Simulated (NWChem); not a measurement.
# B3LYP-D3(BJ)/6-31G(d) (spherical functions) run of GaHCl2O (SMILES [OH][Ga]([Cl])[Cl])

We compute a structure relaxation of GaHCl2O. 

The calculation is run with NWChem 7.3.0.

## (1) Starting point

GaHCl2O has 5 atoms, charge 0, and is taken as a singlet. SMILES: `[OH][Ga]([Cl])[Cl]`. Geometry: relaxed at PBE0-D4/def2-TZVP. The run starts from this shape.

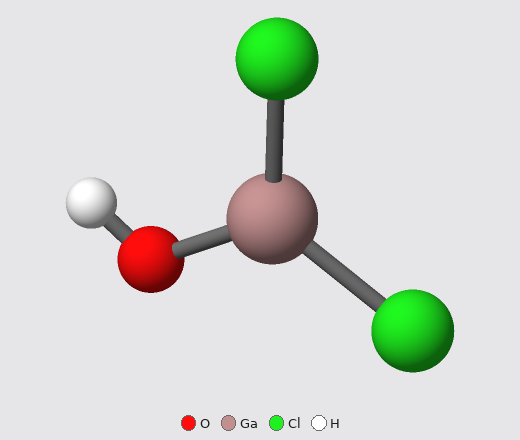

Viewed from a chosen angle; oxygen red, gallium pink, chlorine green, hydrogen white.

## (2) A geometry optimisation at B3LYP-D3(BJ)/6-31G(d) (spherical functions)

m1.nw reads:

```
start m1
memory stack 880 mb heap 220 mb global 1100 mb

geometry
 O      0.254500     1.354600     0.245900
 Ga     0.118500    -0.394500     0.056800
 Cl     1.500000    -1.634900     1.057700
 Cl    -1.407900    -1.236300    -1.155800
 H     -0.415200     1.837400    -0.246000
end

basis spherical bse
 * library 6-31G*
end

dft
 xc b3lyp
 disp vdw 4
 grid fine
 convergence energy 1e-07
 iterations 100
 mulliken
 print low
end

driver
 maxiter 60
end

freq
 temp 2 298.15 500
end

task dft optimize
task dft frequencies
```

Command:

```console
nwchem m1.nw > m1.out
```

What it wrote:

```text
[...]
 Group name             Cs
[...]
 d= 0,ls=0.0,diis     1  -2920.8758338614 -3.36D+03  2.30D-02  7.66D-01     1.9
[...]
         Total DFT energy =    -2920.971349896743
[...]
@    0   -2920.97134990  0.0D+00  0.00940  0.00578  0.00000  0.00000     16.4
[...]
         Total DFT energy =    -2920.971858299859
[...]
@    1   -2920.97190266 -5.5D-04  0.00830  0.00331  0.01512  0.02362     35.6
[...]
@    4   -2920.97211533 -5.8D-07  0.00012  0.00006  0.00088  0.00196     78.3
[...]
         Total DFT energy =  -2920.972115825231
[...]
@    5   -2920.97211583 -4.9D-07  0.00007  0.00003  0.00183  0.00442     88.3
[...]
         Total DFT energy =    -2920.972115912039
[...]
         Total DFT energy =  -2920.972115912039
                         DFT ENERGY GRADIENTS
    atom               coordinates                        gradient
                 x          y          z           x          y          z
   1 O       3.879779   0.082627   0.000000   -0.000030  -0.000004   0.000000
   2 Ga      0.510809   0.026059   0.000000    0.000039  -0.000054   0.000000
   3 Cl     -1.505982   3.522230   0.000000   -0.000022   0.000041   0.000000
   4 Cl     -1.524969  -3.493453   0.000000    0.000007   0.000015   0.000000
   5 H       4.550136  -1.626756   0.000000    0.000007   0.000002   0.000000
[...]
@    6   -2920.97211591 -8.7D-08  0.00005  0.00002  0.00013  0.00026     97.1
[...]
      Optimization converged
[...]
@    6   -2920.97211591 -8.7D-08  0.00005  0.00002  0.00013  0.00026     97.1
[...]
 d= 0,ls=0.0,diis     2  -2920.9721160114  8.96D-09  2.22D-06  1.19D-07   100.2
         Total DFT energy =    -2920.972116011447
      One electron energy =    -4922.177015989033
           Coulomb energy =     1708.361628143724
    Exchange-Corr. energy =     -140.670272513687
 Nuclear repulsion energy =      433.521232149939
    Dispersion correction =       -0.007687802390
[...]
      Total Density - Mulliken Population Analysis
     ---------------------------------------------
    Atom       Charge   Shell Charges
 -----------   ------   -------------------------------------------------------
    1 O    8     8.67   2.00  0.91  2.88  0.97  1.89  0.02
    2 Ga  31    30.60   2.00  2.00  6.00  2.00  5.99  1.03  1.27 -0.05  0.07  6.82  2.94  0.51
    3 Cl  17    17.08   2.00  2.00  5.97  1.42  3.61  0.49  1.57  0.01
    4 Cl  17    17.10   2.00  2.00  5.97  1.42  3.61  0.50  1.59  0.01
    5 H    1     0.56   0.47  0.09
[...]
 Zero-Point correction to Energy  =    9.983 kcal/mol  (  0.015908 au)
 Thermal correction to Energy     =   17.479 kcal/mol  (  0.027855 au)
 Thermal correction to Enthalpy   =   18.472 kcal/mol  (  0.029437 au)
 Total Entropy                    =   91.066 cal/mol-K
   - Translational                =   43.590 cal/mol-K (mol. weight = 155.8661)
   - Rotational                   =   29.224 cal/mol-K (symmetry #  =        1)
   - Vibrational                  =   18.253 cal/mol-K
 Cv (constant volume heat capacity) =   19.771 cal/mol-K
   - Translational                  =    2.979 cal/mol-K
   - Rotational                     =    2.979 cal/mol-K
   - Vibrational                    =   13.812 cal/mol-K
[...]
 Normal Eigenvalue ||           Projected Infra Red Intensities
  Mode   [cm**-1]  || [atomic units] [(debye/angs)**2] [(KM/mol)] [arbitrary]
 ------ ---------- || -------------- ----------------- ---------- -----------
    1       -0.000 ||    0.000477           0.011         0.465       0.132
    2        0.000 ||    0.000004           0.000         0.004       0.001
    3        0.000 ||    0.000216           0.005         0.211       0.060
    4        0.000 ||    0.000004           0.000         0.004       0.001
    5        0.000 ||    0.000141           0.003         0.138       0.039
    6        0.000 ||    0.000193           0.004         0.188       0.053
    7      123.018 ||    0.007281           0.168         7.098       2.016
    8      153.083 ||    0.014153           0.327        13.797       3.919
    9      158.971 ||    0.018154           0.419        17.697       5.026
   10      346.258 ||    0.122268           2.821       119.193      33.853
   11      386.529 ||    0.014959           0.345        14.583       4.142
   12      449.239 ||    0.096520           2.227        94.092      26.724
   13      707.620 ||    0.078108           1.802        76.143      21.626
   14      907.478 ||    0.119297           2.752       116.297      33.031
[...]
```

It took 3.2 min on 1 thread of Intel Xeon 6975P-C (Granite Rapids), shared host; peak memory 0.17 GiB.

Steps, from the record of the run:

```
step  energy from the first frame kept (eV)
   0                                 0.0000
   1                                -0.0150
   2                                -0.0206
   3                                -0.0208
   4                                -0.0208
   5                                -0.0208
   6                                -0.0208
```

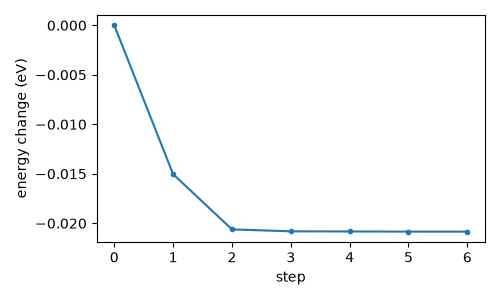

Energy along the run.

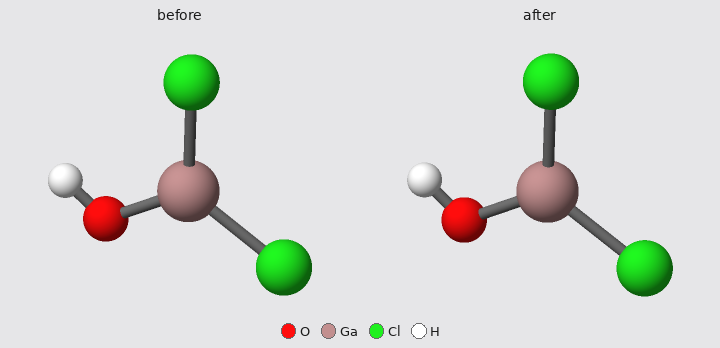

Before and after, at one scale.

After the run. Bond lengths: O1–Ga2 1.783 Å, Ga2–Cl3 2.136 Å, Ga2–Cl4 2.152 Å, O1–H5 0.972 Å. Angles: O1–Ga2–Cl3 119.0°, O1–Ga2–Cl4 121.0°, Cl3–Ga2–Cl4 120.0°, Ga2–O1–H5 110.5°.

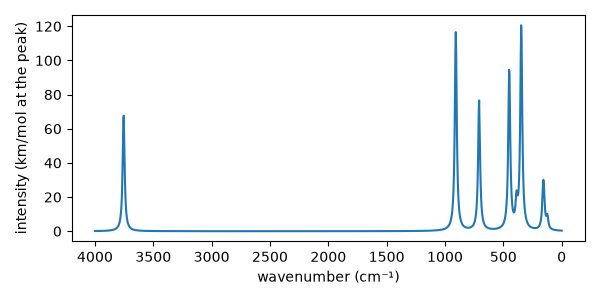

Harmonic infrared spectrum, unscaled, lines broadened by 10 cm⁻¹.

## (3) Outcome

At B3LYP-D3(BJ)/6-31G* (spherical functions):

| quantity | value |
| --- | --- |
| total energy at the end | -2920.97212 Eh |
| dispersion energy | -20.18 kJ/mol |
| lowest harmonic wavenumber | 123 cm⁻¹ |
| highest harmonic wavenumber | 3754 cm⁻¹ |
| zero-point energy | 41.8 kJ/mol |
| ideal-gas entropy at 298.15 K (symmetry number 1 as used) | 80.4 cal/(mol K) |

**Reading.** At the final geometry: Bond lengths: O1–Ga2 1.783 Å, Ga2–Cl3 2.136 Å, Ga2–Cl4 2.152 Å, O1–H5 0.972 Å. Angles: O1–Ga2–Cl3 119.0°, O1–Ga2–Cl4 121.0°, Cl3–Ga2–Cl4 120.0°, Ga2–O1–H5 110.5°. All 9 modes are real, so the shape is a minimum at this level. The optimisation took 7 steps and changed the energy by -0.021 eV. Mulliken charges run from -0.67 on O1 to +0.44 on H5.
